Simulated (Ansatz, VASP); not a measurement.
## Cross-check of GeAu2 between VASP and Ansatz

One calculation is typed for both programs; each brings its own data sets. How far apart do they land? The cell is invented: other elements were put on sites of a known structure type. It may not be a known or stable phase. Of the first pair: The cell is taken from a series of VASP runs on this material, whose earlier steps may have relaxed, scaled or displaced it; both programs get it as it stands. Valence electrons are named where the data sets of a main pair hold unlike numbers.

Calculated with Ansatz 0.2.0; plane waves, with VASP 6.6.1 beside it; band structure at revPBE with D4 and single point at revPBE with D4.

### Step 1. Starting point

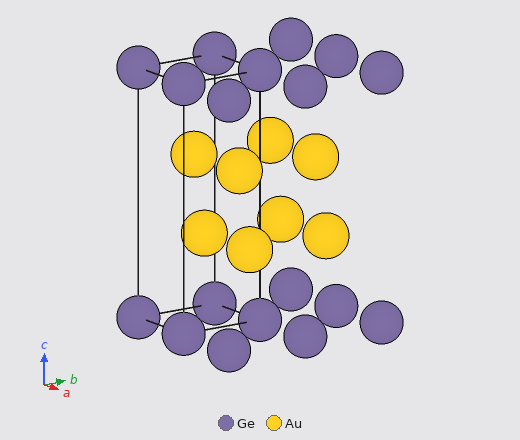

The starting structure, seen slightly off an axis (germanium purple, gold yellow). 2×2×1 cells are drawn. Some periodic images of atoms are drawn too.

Coordinates:

```xyz
3
Lattice="3.0912 0.0000 0.0000 -1.5456 2.6771 0.0000 0.0000 0.0000 6.3489" Properties=species:S:1:pos:R:3 pbc="T T T"
Ge    0.0000    0.0000    0.0000
Au    0.0000    1.7847    2.0424
Au    1.5456    0.8924    4.3065
```

### Step 2. VASP: band structure, revPBE with D4

With cell and atoms fixed, the geometry can't cause a difference; cores, projectors, grids and the points listed under the comparison can.

Lines of VASP's logs that name or quote its potential files are left out, and so is its time.

INCAR reads:

```
SYSTEM = GeAu2
PREC = Accurate
ENCUT = 410
EDIFF = 1E-06
NELM = 100
ISMEAR = -1
SIGMA = 0.05
LREAL = .FALSE.
ALGO = Normal
GGA = RE
IVDW = 13
LORBIT = 11
LWAVE = .FALSE.
LCHARG = .FALSE.
```

POSCAR reads:

```
GeAu2
1.0
    3.0912098173      0.0000000000      0.0000000000
   -1.5456049087      2.6770662306      0.0000000000
    0.0000000000      0.0000000000      6.3488911814
Ge Au
1 2
Direct
    0.0000000000      0.0000000000      0.0000000000
    0.3333333300      0.6666666700      0.3216872035
    0.6666666700      0.3333333300      0.6783127965
```

KPOINTS reads:

```
Automatic mesh
0
Gamma
8 8 4
0 0 0
```

KPOINTS_OPT reads:

```
Line mode
16
Line-mode
Reciprocal
  0.00000000   0.00000000   0.00000000 GAMMA
  0.50000000   0.00000000   0.00000000 M

  0.50000000   0.00000000   0.00000000 M
  0.33333333   0.33333333   0.00000000 K

  0.33333333   0.33333333   0.00000000 K
  0.00000000   0.00000000   0.00000000 GAMMA

  0.00000000   0.00000000   0.00000000 GAMMA
  0.00000000   0.00000000   0.50000000 A

  0.00000000   0.00000000   0.50000000 A
  0.50000000   0.00000000   0.50000000 L

  0.50000000   0.00000000   0.50000000 L
  0.33333333   0.33333333   0.50000000 H

  0.33333333   0.33333333   0.50000000 H
  0.00000000   0.00000000   0.50000000 A

  0.50000000   0.00000000   0.50000000 L
  0.50000000   0.00000000   0.00000000 M

  0.33333333   0.33333333   0.00000000 K
  0.33333333   0.33333333   0.50000000 H
```

The projector-augmented-wave data sets are Ge_d and Au (PBE family, release 64).

Command:

```console
mpirun -np 1 vasp_std
```

Numbers of over 12 decimals in the logs are rounded to 6 here.

What it wrote:

```text
[banner, memory and clock lines left out]
running    1 mpi-ranks, on    1 nodes
 distrk:  each k-point on    1 cores,    1 groups
 distr:  one band on    1 cores,    1 groups

 POSCAR found type information on POSCAR GeAu
 POSCAR found :  2 types and       3 ions
|                                                                             |
|               ----> ADVICE to this user running VASP <----                  |
|                                                                             |
|     You enforced a specific xc type in the INCAR file but a different       |
|     [... a line on the potential file left out ...]
|     I HOPE YOU KNOW WHAT YOU ARE DOING!                                     |
|                                                                             |

 LDA part: xc-table for (Slater+PW92), standard interpolation
 POSCAR, INCAR and KPOINTS ok, starting setup
 FFT: planning ... GRIDC
 FFT: planning ... GRID_SOFT
 FFT: planning ... GRID
 WAVECAR not read
 entering main loop
       N       E                     dE             d eps       ncg     rms          rms(c)
DAV:   1     0.256321805397E+03    0.25632E+03   -0.15943E+04  1902   0.307E+03
DAV:   2     0.169953650703E+02   -0.23933E+03   -0.23158E+03  1612   0.673E+02
DAV:   3    -0.965535341585E+01   -0.26651E+02   -0.26329E+02  1756   0.129E+02
DAV:   4    -0.103374600729E+02   -0.68211E+00   -0.68160E+00  1740   0.214E+01
DAV:   5    -0.103518290645E+02   -0.14369E-01   -0.14368E-01  1846   0.334E+00    0.114E+01
DAV:   6    -0.947236305227E+01    0.87947E+00   -0.37625E+00  1832   0.161E+01    0.848E+00
DAV:   7    -0.943486263063E+01    0.37500E-01   -0.28477E-01  1754   0.466E+00    0.472E+00
DAV:   8    -0.942423798220E+01    0.10625E-01   -0.48144E-02  2040   0.234E+00    0.350E-01
DAV:   9    -0.942232091037E+01    0.19171E-02   -0.13367E-02  2060   0.136E+00    0.118E-01
DAV:  10    -0.942225211440E+01    0.68796E-04   -0.10631E-03  1630   0.269E-01    0.324E-02
DAV:  11    -0.942226108068E+01   -0.89663E-05   -0.49527E-05  1966   0.547E-02    0.998E-03
DAV:  12    -0.942226273346E+01   -0.16528E-05   -0.22222E-06  1354   0.133E-02    0.311E-03
DAV:  13    -0.942226285598E+01   -0.12252E-06   -0.65203E-07   962   0.100E-02
   1 F= -.12221718E+02 E0= -.12217883E+02  d E =-.766822E-02
 Start KPOINTS_OPT (optional k-point list driver)
k-point batch [1-35\144]
       N       E                     dE             ncg
DAV:   1     0.765236212060E+04   -0.27526E+05     1866
DAV:   2    -0.904162777830E+03   -0.85565E+04     1606
DAV:   3    -0.179433773635E+04   -0.89017E+03     1784
DAV:   4    -0.181708384592E+04   -0.22746E+02     1636
DAV:   5    -0.181761392826E+04   -0.53008E+00     1852
DAV:   6    -0.181763268259E+04   -0.18754E-01     1654
DAV:   7    -0.181763375092E+04   -0.10683E-02     2046
DAV:   8    -0.181763377169E+04   -0.20765E-04     1300
DAV:   9    -0.181763377274E+04   -0.10511E-05      920
DAV:  10    -0.181763377289E+04   -0.15174E-06      818
[...]
k-point batch [141-144\144]
       N       E                     dE             ncg
DAV:   1     0.388315795679E+05   -0.46340E+04      208
DAV:   2     0.378471175630E+05   -0.98446E+03      188
DAV:   3     0.377430286770E+05   -0.10409E+03      182
DAV:   4     0.377399321820E+05   -0.30965E+01      200
DAV:   5     0.377398567376E+05   -0.75444E-01      212
DAV:   6     0.377398531729E+05   -0.35647E-02      228
DAV:   7     0.377398529970E+05   -0.17592E-03      226
DAV:   8     0.377398529846E+05   -0.12374E-04      216
DAV:   9     0.377398529842E+05   -0.45816E-06      176
```

Parts of OUTCAR (step 2):

```text
ion  position               nearest neighbor table
   1  0.000  0.000  0.000-   2 2.71   3 2.71   3 2.71   2 2.71   3 2.71   2 2.71
   2  0.333  0.667  0.322-   1 2.71   1 2.71   1 2.71   3 2.88   3 2.88   3 2.88
   3  0.667  0.333  0.678-   1 2.71   1 2.71   1 2.71   2 2.88   2 2.88   2 2.88

  LATTYP: Found a hexagonal cell.
 ALAT       =     3.0912098173
 C/A-ratio  =     2.0538532020

 Subroutine GETGRP returns: Found 12 space group operations
 (whereof 12 operations were pure point group operations)

The static configuration has the point symmetry D_3d.

 Found     35 irreducible k-points:

   k-points           NKPTS =     35   k-points in BZ     NKDIM =     35   number of bands    NBANDS=     22

   dimension x,y,z NGX =    20 NGY =   20 NGZ =   42
   dimension x,y,z NGXF=    40 NGYF=   40 NGZF=   84

   ENCUT  =  410.0 eV  30.13 Ry    5.49 a.u.   5.10  5.10 10.48*2*pi/ulx,y,z

   NELECT =      36.0000    total number of electrons

 k-points in reciprocal lattice and weights: Automatic mesh
   0.00000000  0.00000000  0.00000000       0.004
   0.12500000 -0.00000000  0.00000000       0.023
   0.25000000 -0.00000000  0.00000000       0.023
   0.37500000  0.00000000  0.00000000       0.023
   0.50000000 -0.00000000  0.00000000       0.012
   0.12500000  0.12500000  0.00000000       0.023
   0.25000000  0.12500000  0.00000000       0.047
   0.37500000  0.12500000  0.00000000       0.047
   0.25000000  0.25000000  0.00000000       0.023
[...]
0.25000000  0.25000000  0.50000000       0.023
   0.37500000  0.25000000  0.50000000       0.023

 average (electrostatic) potential at core
       1 -70.9010       2 -65.1415       3 -65.1415

 E-fermi :   8.7158

 k-point     1 :       0.0000    0.0000    0.0000
  band No.  band energies     occupation
    ...
     14       4.5183      2.00000
     15       5.0152      2.00000
     16       5.0152      2.00000
     17       5.5421      2.00000
     18       5.5421      2.00000
     19      15.7461      0.00000
     20      15.7461      0.00000
     21      16.1979      0.00000
     22      16.2093      0.00000

 k-point     2 :       0.1250   -0.0000    0.0000
  band No.  band energies     occupation
    ...
     14       4.5134      2.00000
     15       4.9656      2.00000
     16       5.0748      2.00000
     17       5.6102      2.00000
     18       6.0647      2.00000
     19      13.4837      0.00000
     20      14.9934      0.00000
     21      16.0272      0.00000
     22      16.6768      0.00000

 k-point     3 :       0.2500   -0.0000    0.0000
  band No.  band energies     occupation
    ...
     14       4.8628      2.00000
     15       5.2188      2.00000
     16       5.5884      2.00000
     17       5.7043      2.00000
     18       6.8739      2.00000
     19      10.2964      0.00000
     20      13.6994      0.00000
     21      15.2653      0.00000
     22      17.4815      0.00000

  DFT-D4 for vdW energy calculation

  Edisp (eV):   -2.79945

  Total      -0.02457    -0.02457     0.01840     0.00000     0.00000     0.00000
  in kB      -0.74927    -0.74927     0.56120     0.00000     0.00000     0.00000
  external pressure =       -0.31 kB  Pullay stress =        0.00 kB

  energy-cutoff  :      410.00
  volume of cell :       52.54
      direct lattice vectors                 reciprocal lattice vectors
     3.091209817  0.000000000  0.000000000     0.323497937  0.186771621  0.000000000
    -1.545604909  2.677066231  0.000000000     0.000000000  0.373543242  0.000000000
     0.000000000  0.000000000  6.348891181     0.000000000  0.000000000  0.157507819

 POSITION                                       TOTAL-FORCE (eV/Angst)
 -----------------------------------------------------------------------------------
      0.00000      0.00000      0.00000        -0.000000      0.000000      0.000000
     -0.00000      1.78471      2.04236        -0.000000     -0.000000      0.007142
      1.54560      0.89236      4.30653         0.000000      0.000000     -0.007142
 -----------------------------------------------------------------------------------
    total drift:                                0.000000      0.000000      0.000000

  FREE ENERGIE OF THE ION-ELECTRON SYSTEM (eV)
  ---------------------------------------------------
  free  energy   TOTEN  =       -12.2217176109 eV

  energy  without entropy=      -12.2140493866  energy(sigma->0) =      -12.21788350

 total charge
# of ion       s       p       d       tot
------------------------------------------
    1        1.217   0.973  10.058  12.248
    2        0.581   0.344   8.744   9.669
    3        0.581   0.344   8.744   9.669
--------------------------------------------------
tot          2.380   1.661  27.546  31.587

[... 3 further parts left out ...]
```

The k-mesh is coarse for a metal. Spin-orbit coupling is off here; with elements this heavy it splits and shifts levels by tenths of an eV or more. The PAW data sets were made with PBE, which is usual practice but a small mismatch for other functionals. Dispersion corrections of this kind ignore metallic screening and tend to overbind metals.

### Step 3. Ansatz: band structure, revPBE with D4

Ansatz runs on its default PAW (the set named soft_2) files.

The same cell, functional, mesh and smearing now go to Ansatz, which takes its cutoff from its data sets.

input.yaml reads:

```yaml
crystal:
  lattice:
    - [3.0912098173, 0.0, 0.0]
    - [-1.5456049087, 2.6770662306, 0.0]
    - [0.0, 0.0, 6.3488911814]
  atoms:
    - { symbol: Ge, position: [0.0, 0.0, 0.0] }
    - { symbol: Au, position: [0.33333333, 0.66666667, 0.3216872035] }
    - { symbol: Au, position: [0.66666667, 0.33333333, 0.6783127965] }
hamiltonian:
  xc: revpbe
  pseudopotentials: { kind: paw }
  dispersion: d4
kpoints:
  mp_grid: { grid: [8, 8, 4] }
  band_path:
    path:
      - [0.0, 0.0, 0.0]
      - [0.13333, 0.0, 0.0]
      - [0.3, 0.0, 0.0]
      - [0.46667, 0.0, 0.0]
      - [0.46667, 0.06667, 0.0]
      - [0.41111, 0.17778, 0.0]
      - [0.35556, 0.28889, 0.0]
      - [0.28889, 0.28889, 0.0]
      - [0.17778, 0.17778, 0.0]
      - [0.06667, 0.06667, 0.0]
      - [0.0, 0.0, 0.03333]
      - [0.0, 0.0, 0.2]
      - [0.0, 0.0, 0.36667]
      - [0.0, 0.0, 0.5]
      - [0.16667, 0.0, 0.5]
      - [0.3, 0.0, 0.5]
      - [0.46667, 0.0, 0.5]
      - [0.46667, 0.06667, 0.5]
      - [0.41111, 0.17778, 0.5]
      - [0.35556, 0.28889, 0.5]
      - [0.28889, 0.28889, 0.5]
      - [0.17778, 0.17778, 0.5]
      - [0.06667, 0.06667, 0.5]
      - [0.5, 0.0, 0.46667]
      - [0.5, 0.0, 0.3]
      - [0.5, 0.0, 0.13333]
      - [0.33333, 0.33333, 0.0]
      - [0.33333, 0.33333, 0.16667]
      - [0.33333, 0.33333, 0.33333]
      - [0.33333, 0.33333, 0.5]
    npoints: 1
scf:
  occupations: { method: fermi_dirac, width: 0.05 }
  n_extra_bands: 7
output:
  forces: true
  stress: true
  eigenvalues: true
```

Command:

```console
ansatz run input.yaml --threads 2 --pin off --max-ram 4608MiB --backend cpu --events-out ev --progress --plain --runs-dir out
```

What it wrote:

```text
scf.n_extra_bands = 7 over 26 filled bands (N_el = 52.0): the run solves 33 bands
Engine: ansatz 0.2.0, aarch64-unknown-linux-gnu
Pseudopotentials: kind: paw
Pseudopotential: Ge, paw, valence charge 14, recommended cutoff 420 eV (normal), Ge.paw.azcp
Pseudopotential: Au, paw, valence charge 19, recommended cutoff 420 eV (normal), Au.paw.azcp
Functional definition: revPBE
  parameter kappa = 1.245
  parameter beta = 0.066725
  exchange = pbe_x(kappa = kappa, mu = beta*pi^2/3)
  correlation = pbe_c(beta = beta)
Crystal: 3 atoms, lattice volume = 52.539 Å³
Basis set: ecut = 420 eV, 1017 PW (Γ), exchange–correlation on 48×48×90 points (8 copies of the dense FFT grid, shifted against one another)
Bands: 33, of which v1, the nominal top of the filled ones, is band 26 counted from 1 (25 counted from 0)
Symmetry: 12 space group operations
Space group: P-3m1 (ITA 164), of the structure as read, at distance tolerance 3.7e-5 Å
k-points: 35 of 256
Non-local potential: Ge, projectors of the file, l = 0: 2, l = 1: 2, l = 2: 3, l = 3: 1
Non-local potential: Au, projectors of the file, l = 0: 3, l = 1: 2, l = 2: 2, l = 3: 1
PAW form: soft (Blöchl's): semilocal exchange-correlation on the pseudo side does not see the compensation charge
PAW frozen core: Ge, regenerated for the run's functional, and the local potential with it (the file was generated under x = pbe(κ = 0.804, μ = 0.219515), c = pbe(β = 0.066725))
PAW frozen core: Au, regenerated for the run's functional, and the local potential with it (the file was generated under x = pbe(κ = 0.804, μ = 0.219515), c = pbe(β = 0.066725))
PAW one-centre angular grid: Ge, 590 points (default); XC on 64 Gauss nodes
PAW one-centre angular grid: Au, 590 points (default); XC on 64 Gauss nodes
Initial density: superposition of atomic densities (neutral atoms: chi_scale 0, normalization atom), corrected by the library's trained network
Initial wavefunctions: pseudopotential atomic-orbital guess
Functional: x = revpbe(κ = 1.245, μ = 0.219515), c = pbe(β = 0.066725)
SCF iter   1: F=—  HF=-30620.397821 eV  |F-HF|=—  |Δ(HF+E_count)|=         —  Δρ=4.03e-3  dr2=8.78e-3  ethr=1.77e-3  ⟨swp⟩=6.1  Hψ=4368  notcnv=0  defer=14
preconditioner: auto → Resta (q_TF=auto, 2.724 Å⁻¹)  ε∞=4.4  [insulator: Δε(μ)=0.168 eV  Ē_g=16.596 eV  σ=0.050 eV  W_gap=0.65  n_scr=22 (ndim 8)  ℏωp=30.7 eV  f_vac=0.000  D(μ)=0.92/eV (n_scr^D=2)  ε∞_Penn≈4.4]
SCF iter   2: F=—  HF=-30620.396817 eV  |F-HF|=—  |Δ(HF+E_count)|=   1.00e-3  Δρ=1.55e-3  dr2=1.27e-3  ethr=1.69e-5  ⟨swp⟩=2.2  Hψ=1888  notcnv=0  defer=29
SCF iter   3: F=—  HF=-30620.396754 eV  |F-HF|=—  |Δ(HF+E_count)|=   6.38e-5  Δρ=5.71e-4  dr2=1.06e-4  ethr=2.44e-6  ⟨swp⟩=2.0  Hψ=1408  notcnv=0  defer=29
SCF iter   4: F=—  HF=-30620.396781 eV  |F-HF|=—  |Δ(HF+E_count)|=   2.70e-5  Δρ=1.51e-4  dr2=8.77e-6  ethr=2.05e-7  ⟨swp⟩=2.6  Hψ=2030  notcnv=0  defer=29
SCF iter   5: F=—  HF=-30620.396783 eV  |F-HF|=—  |Δ(HF+E_count)|=   2.36e-6  Δρ=5.24e-5  dr2=1.73e-6  ethr=1.69e-8  ⟨swp⟩=2.1  Hψ=1697  notcnv=0  defer=29
SCF iter   6: F=—  HF=-30620.396783 eV  |F-HF|=—  |Δ(HF+E_count)|=   9.91e-8  Δρ=2.42e-5  dr2=1.82e-7  ethr=3.32e-9  ⟨swp⟩=2.1  Hψ=1716  notcnv=0  defer=29
SCF iter   7: F=-30620.396783 eV  HF=-30620.396783 eV  |F-HF|=2.84e-10  |Δ(HF+E_count)|=   1.23e-7  Δρ=4.54e-6  dr2=1.16e-8  ethr=1.92e-10  ⟨swp⟩=7.9  Hψ=4436  notcnv=0
SCF 1 converged in 7 iterations: F = -30620.396783 eV  dr2 = 1.16e-8
  greatest PAW one-centre occupation: 1.000 electrons in one spin orbital (limit 2), on the Au atom at site 2 (counted from 0), in its partial waves of l = 0
NSCF: frozen V_eff on 30 k-points
SCF converged after 7 iterations
Free energy (F): -30620.396783 eV
Harris-Foulkes:  -30620.396783 eV  (|F-HF|=2.84e-10)
Internal energy: -30620.389116 eV  (E = F + TS)
E sigma→0 (E₀):  -30620.392949 eV
Entropy (-TS):   -0.007667 eV (-2.556 meV/atom)
Fermi energy:    17.510754 eV
--- Per-component energies (eV) ---
  E_band       = -563.623399
  E_kinetic    = 1321.480230
  E_local      = -5706.171870  (includes V_loc(G=0)·N_el)
  E_nonlocal   = 562.589017
  E_hartree    = 2452.044085
  E_xc         = -532.924244
  E_vxc        = -616.078415  (∫ρ·V_xc dr)
  E_paw        = -21454.702361  (= ΣΔE_a)
  E_vpaw       = -1029.530597  (= ΣTr[D̂ρ^β])
  E_aug_tail   = 0.003195  (compensation charges beyond the density's cutoff)
  E_ewald      = -7259.708486
  E_disp       = -2.799782  (pairwise vdW)
  E_core_change = -0.198899  (= ΣΔE_core)
  E_smearing   = -0.007667  (= −TS)
  E_closure    = 0.000000  (closes the sum)
  Σ components = -30620.396783   (vs F -30620.396783, Δ=0.00e0)
--- Forces (eV/Å), atoms counted from 1 ---
  atom   1  Ge     0.00000000     0.00000000     0.00000000
  atom   2  Au     0.00000000    -0.00000000    -0.00855994
  atom   3  Au     0.00000000     0.00000000     0.00855994
  max |Σ_I F_I| component: 9.25e-18 eV/Å
--- Stress (GPa, compression-positive) ---
        0.111821       0.000000       0.000000
        0.000000       0.111821       0.000000
        0.000000       0.000000       0.232838
  P = ⅓ Tr σ = 0.1522 GPa (1.522 kbar)
--- Band table (eV; the first three rows and the last of 35) ---
  k-point 0: bands = [... 22 lower, 13.8124, 13.8124, 14.3460, 14.3460, 24.5398, 24.5398, 24.9853, 25.0069, ... 3 higher]
  k-point 1: bands = [... 22 lower, 13.8294, 14.3782, 14.3782, 14.3912, 21.5838, 24.4218, 24.4218, 28.1077, ... 3 higher]
  k-point 2: bands = [... 22 lower, 13.8465, 14.4095, 14.4095, 15.7971, 19.5836, 24.3108, 24.3108, 28.2818, ... 3 higher]
  k-point 34: bands = [... 22 lower, 14.2920, 15.6403, 15.8318, 17.1861, 17.9068, 18.4016, 20.5323, 24.4592, ... 3 higher]
```

The job ended after 2.8 s (2 threads of Arm Neoverse V2, shared host; peak memory 0.35 GiB; 5.2 s of CPU time).

### Step 4. Differences

Known differences besides the potentials themselves: the data sets hold 52 valence electrons in Ansatz (on its default PAW (the set named soft_2) files) and 36 in VASP; the cutoff is 420 eV in Ansatz and 410 eV in VASP; Ansatz makes its cores anew for this functional, VASP keeps those of its PBE data sets; VASP leaves aspherical gradient terms in its spheres out (LASPH is not set), Ansatz keeps them. Total energies have different zeros and are not compared.

Compared:

| quantity | Ansatz | VASP | difference |
| --- | --- | --- | --- |
| pressure (GPa) | 0.15 | -0.03 | +0.18 |
| pressure without Ansatz's Pulay correction (GPa) | 0.10 | -0.03 | +0.13 |

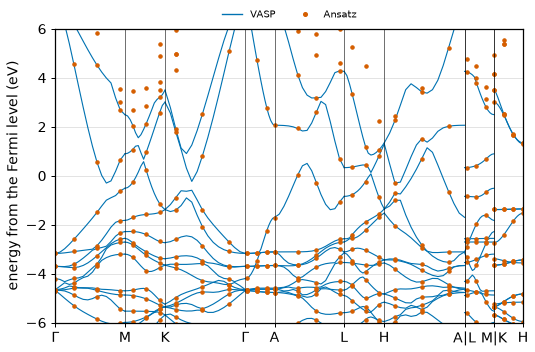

Bands from VASP (lines) and levels from Ansatz (dots). Dots without a line are higher empty bands that the VASP plot leaves out.

At this near-relaxed geometry the largest component of a force difference is 16 meV/Å. Levels from 3 eV below to 2 eV above the Fermi level differ by 5 meV r.m.s. and 14 meV at most; each VASP level is matched to the nearest of Ansatz, which flatters the figure a little. Ansatz's pressure holds a Pulay correction of 0.05 GPa; VASP's holds none.

(Continued in part 2 of 2.)

[Lines on the potential files, build, host, timing and source positions are cut from VASP's logs without a mark.]

[Logs are printed without paths, hosts, clocks, repeated set-up lines and the standing remarks that a program may print on its own settings, such as how far it seeks lower states.]

[Hosts, paths, dates, database ids (printed as entryN), source tags and the programs' standing remarks are cut or masked in the printed files.]
